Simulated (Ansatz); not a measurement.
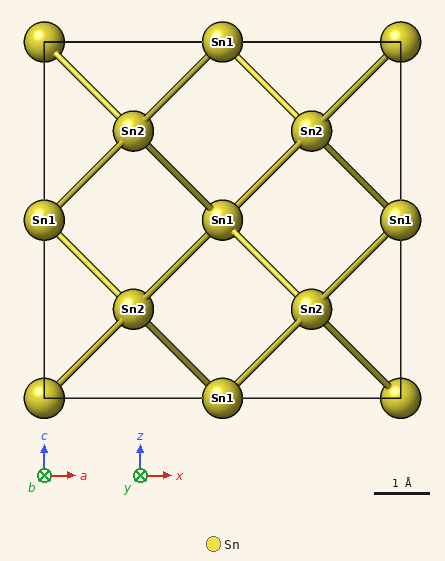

Solid Sn (Fd-3m): the ratio of the cell's length along z to its lengths across, counted as 1 for the reference, is changed at fixed volume (a tetragonal or Bain path), with the atoms kept at their fractional coordinates. x, y and z are the Cartesian axes of the input. The picture shows the reference cell. Style: ball-and-stick. Shown: the conventional cell (4 times the calculation's cell), along the b axis. Lengths and directions refer to the drawn axes.

The calculation used Ansatz 0.2.0, DFT r2SCAN, scalar-relativistic, plane waves, PAW. (plane-wave cutoff 500 eV; k-point mesh 18 × 18 × 18; occupations gaussian; smearing width 0.15 eV; no spin polarisation). Energies (free energies at the smearing named) are counted from the relaxed crystal.

```
Sn
1.0
     0.00000    3.28310    3.28310
     3.28310    0.00000    3.28310
     3.28310    3.28310    0.00000
Sn
2
Direct
  0.50000 0.50000 0.50000
  0.75000 0.75000 0.75000
```

### Predict the energy profile (the relative ratio: 0.707, 0.780, 0.850, 1.000, 1.200, 1.414).

```
axial ratio over its reference value  E − E(ref) (meV/atom)
                               0.707                    179
                               0.780                    111
                               0.850                     56
                               1.000                      0
                               1.200                    100
                               1.414                    321
```

The lowest computed point lies at the relative ratio 1.00 (0 meV/atom). The distortion takes the space group from Fd-3m to I4_1/amd. At the relative ratio 1.414 the cell of the drawing goes a 6.566 → 5.850 Å, b 6.566 → 5.850 Å, c 6.566 → 8.272 Å.

As a plot:

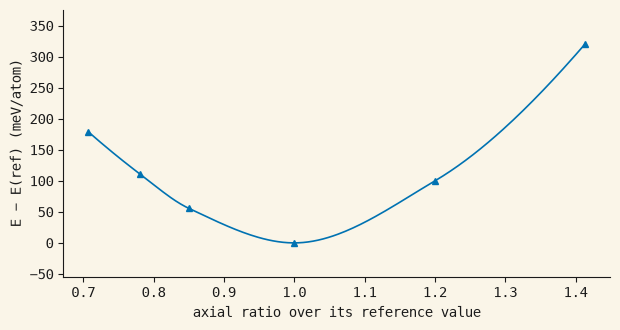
